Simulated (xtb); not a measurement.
# CH$_{7}$Al$_{2}$B (charge −1): molecular dynamics

System: CH$_{7}$Al$_{2}$B, charge −1, multiplicity 2.
Method: GFN-FF, ALPB solvent ethylacetate (xtb 6.7.1).

The dynamics carries a metadynamics bias. The starting geometry was optimised with GFN2-xTB.

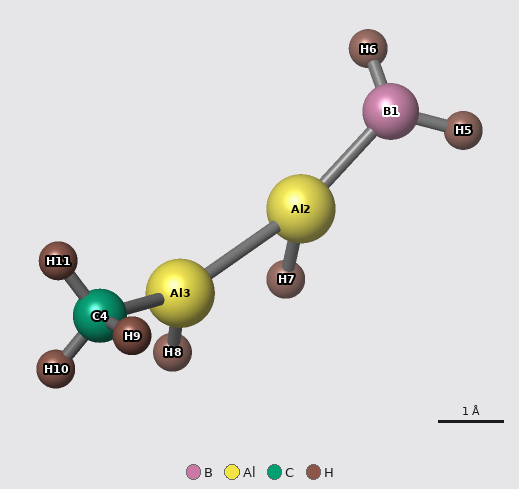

*The starting structure (ball-and-stick view, seen at a tilt; atoms are numbered from 1 in the order of the input). Sticks mark near contacts.*

Bond lengths as drawn: Al–Al 2.54 Å, Al–B 2.08 Å, Al–C 2.01 Å, Al–H 1.61 to 1.63 Å, B–H 1.19 Å and C–H 1.10 Å.

**Input file (in.coord)**
```
$coord angs
    -1.9049470     2.9117060     0.0786150  B
    -0.5835830     1.3599370    -0.3413470  Al
     0.6621780    -0.8457400    -0.1339260  Al
     1.1894720    -2.4962170     0.8858400  C
    -1.5197040     4.0340920     0.0339340  H
    -3.0353570     2.8210800    -0.2792600  H
     0.1254840     1.3873620    -1.8120280  H
     1.1838000    -0.6566160    -1.6488380  H
     1.7934850    -2.3103740     1.7864110  H
     1.8076180    -3.1388090     0.2374920  H
     0.3469540    -3.1234190     1.2137070  H
$end
```

**File .CHRG**
```
-1
```

**File .UHF**
```
1
```

**File xcontrol**
```
$md
   temp=300
   time=1
   step=2
   dump=50
   hmass=4
   shake=1
   nvt=false
   sccacc=0.5
$metadyn
   kpush=0.11
   alp=1.0
$gbsa
   gbsagrid=tight
$wall
   potential=logfermi
   sphere: 8.5, all
$end
```

Machine: 1 thread of Arm Neoverse V1, 24 GiB of memory available, shared host.

Launch command:
```bash
xtb in.coord --gff --metadyn 50 --alpb ethylacetate --input xcontrol > out.txt 2> xtb.err
```

**Log**
```
* xtb version 6.7.1
   ID    Z sym.   atoms
    1    5 B      1
    2   13 Al     2, 3
    3    6 C      4
    4    1 H      5-11
spherical wallpotential with radius    4.4980067 Å

           -------------------------------------------------
          |                Calculation Setup                |
           -------------------------------------------------

          program call               : xtb in.coord --gff --metadyn 50 --alpb ethylacetate --input xcontrol
          coordinate file            : in.coord
          omp threads                :                     1

          charge from .CHRG file: -1

          ==================== Thresholds ====================
          CN  :   150.00000
          rep :   500.00000
          disp:  2500.00000
          HB1 :   250.00000
          HB2 :   450.00000

          Pauling EN used:
          Z : 1  EN :  2.20
          Z : 5  EN :  2.04
          Z : 6  EN :  2.55
          Z :13  EN :  1.61
          electric field strengths (au): 0.000

           -------------------------------------------------
          |           Force Field Initialization            |
           -------------------------------------------------

          distances ...
          ----------------------------------------
          generating topology and atomic info file ...
          pair mat ...
          computing topology distances matrix with Floyd-Warshall algo ...
          making topology EEQ charges ...
          #fragments for EEQ constrain: 1
          ----------------------------------------
          generating topology and atomic info file ...
          pair mat ...
          computing topology distances matrix with Floyd-Warshall algo ...
          making topology EEQ charges ...
          #fragments for EEQ constrain: 1
          rings ...
          # BATM   48
          # H in HB   2

  atom   neighbors  erfCN metchar sp-hybrid imet pi  qest     coordinates
    1  B       3    2.73   0.04         2    0    0  -0.196   -3.599828    5.502327    0.148561
    2  Al      3    2.69   0.16         2    1    0  -0.031   -1.102812    2.569908   -0.645052
    3  Al      3    2.71   0.13         2    1    0  -0.042    1.251335   -1.598217   -0.253083
    4  C       4    3.47   0.00         3    0    0  -0.057    2.247776   -4.717166    1.673995
    5  H       1    0.95   0.01         0    0    0  -0.070   -2.871824    7.623329    0.064126
    6  H       1    0.95   0.02         0    0    0  -0.070   -5.735993    5.331069   -0.527725
    7  H       1    0.93   0.02         0    0    0  -0.125    0.237130    2.621734   -3.424237
    8  H       1    0.94   0.02         0    0    0  -0.125    2.237058   -1.240824   -3.115852
    9  H       1    0.97   0.01         0    0    0  -0.095    3.389195   -4.365974    3.375828
   10  H       1    0.97   0.01         0    0    0  -0.095    3.415903   -5.931489    0.448795
   11  H       1    0.97   0.01         0    0    0  -0.095    0.655648   -5.902406    2.293574

          #atoms :   11
          #bonds :   10
          #angl  :   15
          #tors  :   14
          #nmol  :   1
          #optfrag :   1
           -------------------------------------------------
          |                   G F N - F F                   |
          |          A general generic force-field          |
          |                  Version 1.0.3                  |
           -------------------------------------------------
      * Solvation model:               ALPB
        Solvent                        ethylacetate
        Parameter file                 internal GFN-FF/ALPB
        Dielectric constant                6.0200E+00
        Reference state                gsolv [1 M gas/solution]
        Free energy shift                  4.7394E-03 Eh       2.9740E+00 kcal/mol
        Temperature                        3.0000E+02 K
        Density                            8.8300E-01 kg/L
        Solvent mass                       7.2106E+01 g/mol
        Interaction kernel             P16
        Born radius scaling (c1)           1.8472E+00
        Born radii integrator          GBOBC
        Born offset                        0.0000E+00 a0       0.0000E+00 AA
        H-bond correction              true
        Ion screening                  false
        Surface tension                    1.0000E-05 Eh       1.5569E+01 dyn/cm
        Grid points                               974 per atom
          Number of HB bonds (bound hydrogen)     0
          Number of HB bonds (unbound hydrogen)   0
          Number of XB bonds                      0

 E+G (total)                   0 d,  0 h,  0 min,  0.001 sec
 distance/D3 list               ...        0 min,  0.000 sec (  0.266%)
 non bonded repulsion           ...        0 min,  0.000 sec (  2.192%)
 dCN                            ...        0 min,  0.000 sec (  1.154%)
 EEQ energy and q               ...        0 min,  0.000 sec (  6.725%)
 D3                             ...        0 min,  0.000 sec (  2.976%)
 EEQ gradient                   ...        0 min,  0.000 sec (  6.776%)
 bonds                          ...        0 min,  0.000 sec (  2.231%)
 bend and torsion               ...        0 min,  0.000 sec (  3.900%)
 bonded ATM                     ...        0 min,  0.000 sec (  1.302%)
 HB/XB (incl list setup)        ...        0 min,  0.000 sec (  4.226%)
 GBSA                           ...        0 min,  0.000 sec ( 71.865%)

         :::::::::::::::::::::::::::::::::::::::::::::::::::::
         ::                     SUMMARY                     ::
         :::::::::::::::::::::::::::::::::::::::::::::::::::::
         :: total energy              -2.089003777163 Eh    ::
         :: total w/o Gsolv           -2.028689036935 Eh    ::
         :: w/o Gsasa/hb/shift        -2.077191856991 Eh    ::
         :: gradient norm              0.018197381295 Eh/a0 ::
         ::.................................................::
         :: bond energy               -0.959780691452 Eh    ::
         :: angle energy               0.001023713513 Eh    ::
         :: torsion energy             0.000189092860 Eh    ::
         :: repulsion energy           0.036049900434 Eh    ::
         :: electrostat energy        -1.102029773726 Eh    ::
         :: dispersion energy         -0.004286712457 Eh    ::
         :: HB energy                  0.000000000000 Eh    ::
         :: XB energy                  0.000000000000 Eh    ::
         :: bonded atm energy          0.000018850358 Eh    ::
         :: external energy            0.000000000000 Eh    ::
         :: -> Gsolv                  -0.060314740227 Eh    ::
         ::    -> Gborn               -0.048502820055 Eh    ::
         ::    -> Gsasa               -0.015851584559 Eh    ::
         ::    -> Ghb                 -0.000699734876 Eh    ::
         ::    -> Gshift               0.004739399263 Eh    ::
         :: add. restraining           0.000126583535 Eh    ::
         :: total charge              -1.000000000000 e     ::
         :::::::::::::::::::::::::::::::::::::::::::::::::::::

           -------------------------------------------------
          |                Property Printout                |
           -------------------------------------------------

molecular dipole:
                 x           y           z       tot (Debye)
 q only:        0.209      -0.375       0.055       1.100

           -------------------------------------------------
          | TOTAL ENERGY               -2.089003777163 Eh   |
          | GRADIENT NORM               0.018197381295 Eh/α |
           -------------------------------------------------
           -------------------------------------------------
          |                  Meta Dynamics                  |
           -------------------------------------------------
 trajectories on xtb.trj or xtb.trj.<n>

 MD time /ps        :    1.00
 dt /fs             :    2.00
 SCC accuracy       :    0.50
 temperature /K     :  300.00
 max steps          :   500
 block length (av.) :  2500
 dumpstep(trj) /fs  :   50.00    25
 dumpstep(coords)/fs: 1000.00   500
 H atoms mass (amu) :     4
 # deg. of freedom  :    33
 SHAKE on. # bonds  :           0  all: F
 --- metadynamics parameter ---
 kpush  :    0.110
 alpha  :    1.000
 update :      50
         time (ps)    <Epot>      Ekin   <T>   T     Etot       error
      0    0.00      0.00000   0.0912    0.    0.    -1.99615   -0.0016
    200    0.40     -2.05189   0.0596 1052. 1141.    -2.01067    0.0038
    400    0.80     -2.05686   0.0422 1064.  807.    -2.01341    0.0071
 average properties
 Epot               :  -2.0572569516231076
 Epot (accurate SCC):  -2.0608617651484860
 Ekin               :   5.5093928037000438E-002
 Etot               :  -2.0021630235861072
 T                  :   1054.3819933601401
 normal exit of md()
########################################################################
[WARNING] Runtime exception occurred
-1- gfnff_setup: Could not read topology file.
########################################################################

------------------------------------------------------------------------
------------------------------------------------------------------------
 total:
 *  cpu-time:     0 d,  0 h,  0 min,  0.176 sec
 * ratio c/w:     1.000 speedup
 SCF:
 *  cpu-time:     0 d,  0 h,  0 min,  0.001 sec
 * ratio c/w:     0.979 speedup
 MD:
 *  cpu-time:     0 d,  0 h,  0 min,  0.173 sec
 * ratio c/w:     1.000 speedup
```

**Standard error**
```
normal termination of xtb
```

**Trajectory as extended XYZ (Å, eV, eV/Å), 20 frames, from step=0 to step=19**
```
11
Properties=species:S:1:pos:R:3 step=0 time_fs=0.0 energy=-56.79979
B    -1.9049    2.9117    0.0786
Al   -0.5836    1.3599   -0.3413
Al    0.6622   -0.8457   -0.1339
C     1.1895   -2.4962    0.8858
H    -1.5197    4.0341    0.0339
H    -3.0354    2.8211   -0.2793
H     0.1255    1.3874   -1.8120
H     1.1838   -0.6566   -1.6488
H     1.7935   -2.3104    1.7864
H     1.8076   -3.1388    0.2375
H     0.3469   -3.1234    1.2137
11
Properties=species:S:1:pos:R:3 step=1 time_fs=50.0 energy=-55.78911
B    -2.2851    3.0105   -0.3153
Al   -0.6454    1.4875   -0.2634
Al    0.6548   -0.9088    0.2865
C     1.4268   -2.6474    0.6702
H    -1.2259    3.3067    0.0769
H    -2.4813    3.8727   -1.1211
H    -0.5796    1.6707   -1.9345
H     0.7223   -1.2868   -1.4145
H     2.3944   -2.6646    1.3428
H     1.7774   -2.9441   -0.3079
H     0.8349   -3.5617    1.0270
11
Properties=species:S:1:pos:R:3 step=2 time_fs=100.0 energy=-55.95785
B    -1.5722    3.4617   -0.4231
Al   -0.8053    1.3279   -0.2851
Al    0.5718   -0.9717    0.6405
C     1.7702   -2.6386    0.3223
H    -2.6573    3.5879   -0.0122
H    -1.5142    3.7243   -1.5984
H    -1.1768    1.6037   -1.8268
H    -0.4412   -1.1151   -0.7149
H     2.6212   -2.6143    0.8084
H     2.0851   -3.1836   -0.6460
H     1.2325   -3.4015    0.7658
11
Properties=species:S:1:pos:R:3 step=3 time_fs=150.0 energy=-56.10263
B    -1.3201    3.3219   -0.5187
Al   -0.9536    1.3732   -0.3134
Al    0.4080   -1.0518    0.5702
C     1.7815   -2.3378    0.1660
H    -2.2438    3.0598   -1.1785
H    -0.3107    4.0806   -0.3574
H    -1.1321    0.3079   -1.4729
H    -1.1335   -1.2893    0.8568
H     2.8764   -2.0476    0.5739
H     1.8548   -2.4099   -0.8562
H     1.6330   -3.3997    0.6042
11
Properties=species:S:1:pos:R:3 step=4 time_fs=200.0 energy=-56.39912
B    -0.6816    3.2571   -0.8093
Al   -0.8770    1.0463   -0.3105
Al   -0.0094   -1.0542    0.6002
C     1.6737   -1.9245    0.0561
H    -1.1489    4.1008   -1.5134
H    -1.3398    3.3657    0.1879
H    -1.2547   -0.3087   -1.2314
H     0.0447   -1.5296    2.1037
H     2.5245   -1.4410    0.4657
H     1.7107   -1.7594   -1.1119
H     1.9078   -2.9792    0.1668
11
Properties=species:S:1:pos:R:3 step=5 time_fs=250.0 energy=-56.19302
B    -0.6797    2.8897   -0.6182
Al   -0.7793    0.8907   -0.5421
Al   -0.1606   -1.4125    1.0769
C     1.4549   -1.2828   -0.2661
H     0.4460    3.3921   -0.7116
H    -1.7399    3.3956   -0.7111
H    -1.9520    0.3995   -1.6397
H     0.9485   -1.0633    2.3358
H     2.2584   -0.7721    0.1643
H     1.6988   -1.1014   -1.3499
H     1.8004   -2.2830   -0.2180
11
Properties=species:S:1:pos:R:3 step=6 time_fs=300.0 energy=-55.67954
B    -0.6826    2.7720   -0.5660
Al   -0.8504    0.4522   -0.6863
Al    0.0966   -1.2832    1.0868
C     1.2500   -1.0236   -0.2614
H    -0.0852    2.4995    0.4777
H    -0.0321    3.4632   -1.2482
H    -2.0109    1.1524   -1.4447
H     0.4187   -0.7558    2.6804
H     2.0716   -0.1539   -0.0581
H     0.5881   -0.7345   -1.0788
H     1.8780   -1.8781   -0.7080
11
Properties=species:S:1:pos:R:3 step=7 time_fs=350.0 energy=-56.14559
B    -0.1066    2.1093   -0.2394
Al   -1.3317    0.5018   -0.6152
Al    0.2094   -0.9325    1.0857
C     1.5722   -0.9830   -0.5486
H    -0.9248    2.8944    0.1953
H     1.0686    2.1348   -0.3888
H    -2.4767    1.1778   -1.4525
H    -0.3280   -0.8038    2.5612
H     1.9593   -0.0783   -0.6069
H     1.0667   -1.1853   -1.5741
H     2.4240   -1.5782   -0.6062
11
Properties=species:S:1:pos:R:3 step=8 time_fs=400.0 energy=-56.33521
B    -0.0424    1.9513    0.1768
Al   -1.7293    0.5124   -0.3760
Al    0.3184   -0.4597    0.6679
C     1.7521   -1.0977   -0.6141
H     0.5561    2.4580   -0.6899
H     0.7737    1.6860    1.0489
H    -3.0306    0.6194   -1.4370
H    -0.6457   -1.1766    1.6434
H     2.3041   -0.2037   -1.0679
H     1.6313   -1.8517   -1.3263
H     2.4333   -1.4597    0.2336
11
Properties=species:S:1:pos:R:3 step=9 time_fs=450.0 energy=-56.08725
B    -0.1858    2.0250    0.1086
Al   -1.8675    0.9326   -0.1291
Al    0.4449   -0.5232    0.2138
C     2.0692   -1.1952   -0.4434
H     0.7666    1.3660    0.1271
H    -0.7219    2.4129    1.1215
H    -3.0132   -0.0331   -0.9046
H    -0.5411   -1.7783    0.8485
H     2.5091   -0.7810   -1.4184
H     1.6783   -2.2751   -0.6500
H     2.8590   -1.1515    0.3494
11
Properties=species:S:1:pos:R:3 step=10 time_fs=500.0 energy=-55.98369
B    -0.3560    2.6717    0.4446
Al   -1.9418    1.0490   -0.0341
Al    0.2624   -0.8974   -0.2173
C     2.3903   -1.5099   -0.2740
H     0.3167    2.5109    1.3578
H    -0.7974    3.7565    0.1472
H    -2.7864   -0.2836   -0.1397
H    -0.4376   -2.3763    0.2650
H     2.5629   -1.3639   -1.2588
H     2.7348   -2.5571   -0.1736
H     3.1720   -0.9907    0.1263
11
Properties=species:S:1:pos:R:3 step=11 time_fs=550.0 energy=-56.14125
B    -1.1342    3.2626    0.6634
Al   -1.4263    1.0815    0.1341
Al    0.3472   -1.3277   -0.5284
C     2.1980   -1.6352   -0.3001
H    -0.7574    3.7921    1.6411
H    -0.3110    3.3159   -0.1511
H    -2.6280    0.1600    0.5565
H    -0.4804   -2.5725   -0.3684
H     2.6459   -1.7595   -1.3449
H     2.6292   -2.3098    0.3955
H     2.2983   -0.4676    0.0468
11
Properties=species:S:1:pos:R:3 step=12 time_fs=600.0 energy=-56.21843
B    -1.5159    3.0180    0.4635
Al   -0.6858    1.0460    0.4059
Al    0.0342   -1.4960   -0.7104
C     2.1199   -1.3991   -0.3701
H    -2.1853    3.8770    0.9457
H    -0.5184    3.5596    0.3037
H    -2.2130    1.0929    1.1530
H    -0.7365   -2.7895   -1.0694
H     2.9321   -2.0915   -0.7990
H     2.0354   -1.7803    0.7555
H     2.4791   -0.4167   -0.3810
11
Properties=species:S:1:pos:R:3 step=13 time_fs=650.0 energy=-56.21490
B    -1.4000    2.9219    0.2104
Al   -0.2142    0.8803    0.5951
Al   -0.1580   -1.3479   -0.7778
C     1.7819   -1.1896   -0.1517
H    -2.3265    2.3519   -0.3363
H    -1.3181    3.9821    0.6474
H    -1.2713    1.0550    1.9461
H    -0.7416   -2.5799   -1.9049
H     2.0569   -2.1610   -0.3382
H     1.8961   -0.9603    0.8595
H     2.3214   -0.4985   -0.7609
11
Properties=species:S:1:pos:R:3 step=14 time_fs=700.0 energy=-56.27910
B    -1.3543    2.4009   -0.1679
Al   -0.1216    0.9621    0.8509
Al   -0.3200   -0.9918   -0.7213
C     1.4842   -1.1767   -0.0868
H    -1.0232    2.0496   -1.2807
H    -2.4114    2.5867    0.3379
H     0.3310    0.3404    2.2246
H    -0.6085   -1.7729   -2.2684
H     1.6984   -2.2005    0.3405
H     1.8515   -0.3738    0.6352
H     2.0183   -1.0269   -1.1557
11
Properties=species:S:1:pos:R:3 step=15 time_fs=750.0 energy=-56.14301
B    -1.3474    1.8026   -0.3670
Al   -0.1857    1.0862    1.2812
Al   -0.4636   -0.6567   -0.6822
C     1.5256   -1.4224   -0.3315
H    -0.9937    2.4690   -1.2757
H    -2.0910    1.1264   -1.0436
H     1.1874    0.5570    1.7856
H    -0.7650   -0.7203   -2.1864
H     1.4615   -2.0281    0.6752
H     2.1626   -0.5416   -0.0863
H     2.1520   -2.0016   -0.9289
11
Properties=species:S:1:pos:R:3 step=16 time_fs=800.0 energy=-55.93579
B    -1.2871    1.5462   -0.4920
Al   -0.4236    1.2129    1.3795
Al   -0.0988   -0.6451   -0.6180
C     1.4791   -1.6890   -0.4708
H    -1.4613    2.6160   -0.0982
H    -1.9401    1.2348   -1.5130
H     1.2212    1.6494    1.6156
H    -0.4907   -0.5859   -2.0460
H     1.3886   -1.6317    0.5274
H     2.3197   -1.2216   -0.9275
H     1.1967   -2.6397   -0.9581
11
Properties=species:S:1:pos:R:3 step=17 time_fs=850.0 energy=-56.08141
B    -1.7805    2.3792   -0.2840
Al   -0.4633    1.0773    1.1819
Al    0.1924   -0.5738   -0.5552
C     1.6645   -2.1687   -0.4963
H    -2.3167    3.0136    0.5222
H    -2.1454    2.1600   -1.4588
H     0.2093    2.5877    1.6340
H     0.0051   -1.1129   -2.1967
H     2.4844   -2.2427    0.3614
H     2.1437   -2.3314   -1.5338
H     0.9344   -3.0301   -0.3041
11
Properties=species:S:1:pos:R:3 step=18 time_fs=900.0 energy=-56.21146
B    -2.0683    2.8449    0.4798
Al   -0.6572    1.3045    0.6625
Al    0.8265   -0.7734   -0.6134
C     1.6333   -2.7201   -0.4297
H    -3.1282    3.3257    0.6784
H    -1.9606    2.8830   -0.7421
H    -0.7549    2.3815    1.8172
H    -0.3200   -0.6026   -1.9817
H     2.6580   -2.2939   -0.1720
H     1.4971   -3.1966   -1.3702
H     1.2353   -3.2537    0.4240
11
Properties=species:S:1:pos:R:3 step=19 time_fs=950.0 energy=-56.00821
B    -2.1921    3.0240    0.6174
Al   -0.8318    1.5334    0.2413
Al    1.0761   -0.9173   -0.5790
C     1.6847   -2.8459   -0.3494
H    -3.3268    2.8830    1.0511
H    -2.1496    4.0424   -0.0394
H    -0.6308    0.9266    1.6989
H    -0.0986   -0.1184   -1.2440
H     2.5928   -2.7966   -0.7648
H     0.8942   -3.6208   -0.7841
H     1.6656   -2.7978    0.7197
```

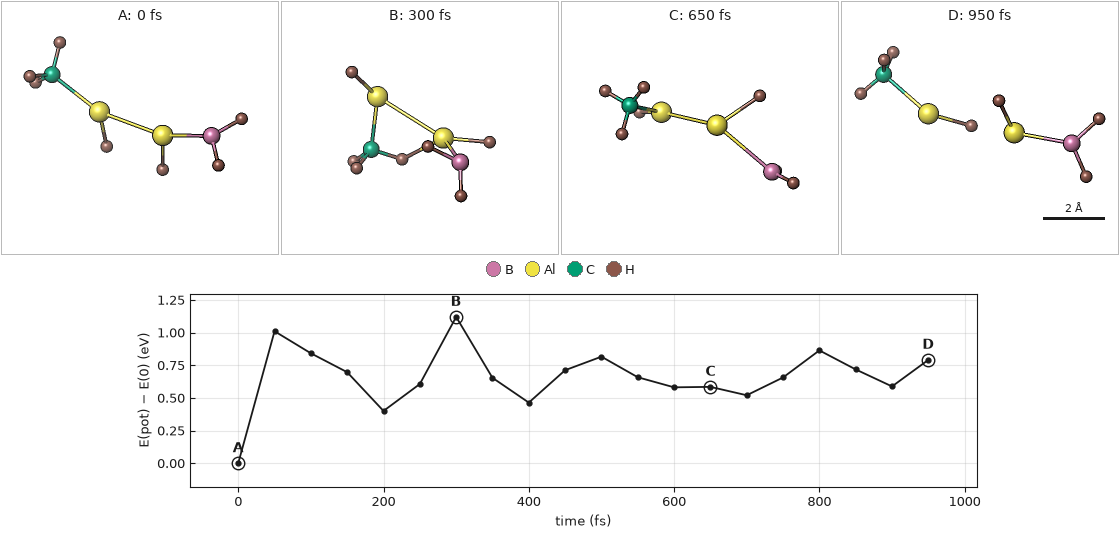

*Frames of the molecular dynamics (ball-and-stick, seen at a tilt) above the curves, on which the letters mark them.*

The trajectory kept here has 20 frames over 950 fs. The potential energy ends 0.792 eV above its first value. After an unweighted best fit of the last frame on the first, the root-mean-square displacement is 1.50 Å, and H7 has moved furthest (2.65 Å).

**Summary**

| quantity | value |
| --- | --- |
| outcome | finished |
| trajectory | 20 frames kept, 950 fs |
| potential energy (a single point apart from the frames shown) | −2.089004 hartree |
| dispersion energy (a single point apart from the frames shown) | −0.004287 hartree |
| solvation energy (a single point apart from the frames shown) | −0.060315 hartree |
| peak memory | 0.073 GiB |
